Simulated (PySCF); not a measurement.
## Electronic structure of C7H16NOP (SMILES CN(C)CP1CCOCC1) in real space

```yaml
atoms:
  - { symbol: C, position_ang: [2.9470, 0.7196, 0.8068] }
  - { symbol: N, position_ang: [2.1580, -0.3337, 0.2188] }
  - { symbol: C, position_ang: [2.9691, -1.3974, -0.3148] }
  - { symbol: C, position_ang: [1.1712, 0.1480, -0.7162] }
  - { symbol: P, position_ang: [-0.2008, 1.0538, 0.1675] }
  - { symbol: C, position_ang: [-0.9988, -0.3869, 1.0275] }
  - { symbol: C, position_ang: [-2.4705, -0.0912, 1.2856] }
  - { symbol: O, position_ang: [-3.2030, 0.0935, 0.1024] }
  - { symbol: C, position_ang: [-2.8525, 1.2417, -0.6209] }
  - { symbol: C, position_ang: [-1.4461, 1.1675, -1.2093] }
  - { symbol: H, position_ang: [2.2891, 1.4805, 1.2531] }
  - { symbol: H, position_ang: [3.5881, 0.3117, 1.6034] }
  - { symbol: H, position_ang: [3.6044, 1.2335, 0.0682] }
  - { symbol: H, position_ang: [3.6090, -1.0791, -1.1697] }
  - { symbol: H, position_ang: [2.3314, -2.2253, -0.6608] }
  - { symbol: H, position_ang: [3.6340, -1.7907, 0.4699] }
  - { symbol: H, position_ang: [0.7264, -0.7139, -1.2415] }
  - { symbol: H, position_ang: [1.5966, 0.8198, -1.4996] }
  - { symbol: H, position_ang: [-0.4684, -0.5704, 1.9743] }
  - { symbol: H, position_ang: [-0.9100, -1.2984, 0.4117] }
  - { symbol: H, position_ang: [-2.9432, -0.9362, 1.8095] }
  - { symbol: H, position_ang: [-2.5687, 0.8005, 1.9401] }
  - { symbol: H, position_ang: [-2.9435, 2.1439, 0.0203] }
  - { symbol: H, position_ang: [-3.5954, 1.3364, -1.4278] }
  - { symbol: H, position_ang: [-1.2449, 2.0673, -1.8128] }
  - { symbol: H, position_ang: [-1.3805, 0.2882, -1.8737] }
```

Geometry: PBE0-D3(BJ)/def2-SVP.

Method: PBE0/pcSseg-1, SCF density, gas phase, non-relativistic in PySCF 2.14.0.

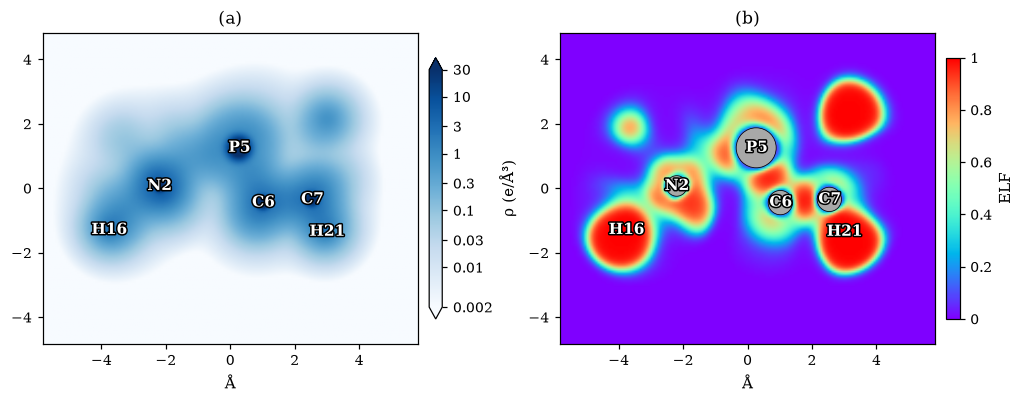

Figure 1. (a) total electron density; (b) electron localisation function on the plane of atoms C6, C7 and H21. Grey discs cover the atomic cores in the ELF map.

### What does the map show?

The section cuts through N, P, C and H sites.
C–C (1.52 Å): the density is about 1.7 e/Å³ at the midpoint; the ELF peaks at about 0.95 between the atoms, as expected for a covalent bond.
C–P (1.86 Å): ρ is about 1.1 e/Å³ halfway; the ELF peaks at about 0.95 between the atoms: a covalent bond.
C–H (1.10 Å): ρ at the midpoint is about 2 e/Å³; the ELF climbs to about 1 towards the hydrogen, as it does in any bond to H (a covalent bond by its length).
The ELF also peaks beside N2, away from the bonds: lone-pair regions.

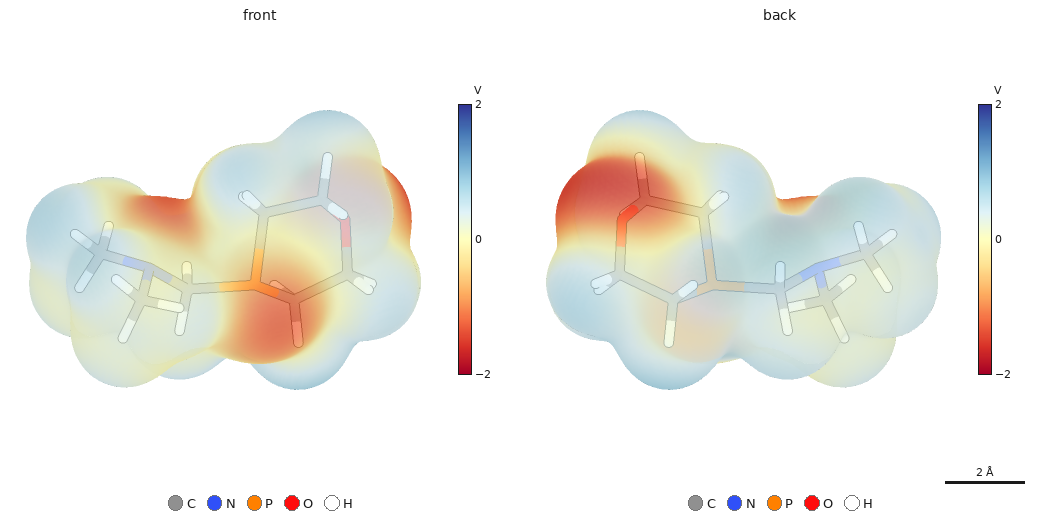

Figure 2. The molecular electrostatic potential painted on the density surface at 0.002 e/bohr³, seen from the front and from behind; the colour scale runs from red (negative) to blue (positive).

### Describe the electrostatic potential map.

The most negative region (about −1.6 V) lies over O8, the most positive (about +0.8 V) over H15, H17 and H25. O8 is the likeliest acceptor of a hydrogen bond.

### What dipole moment does the calculation give?

Its dipole moment is 1.38 D.
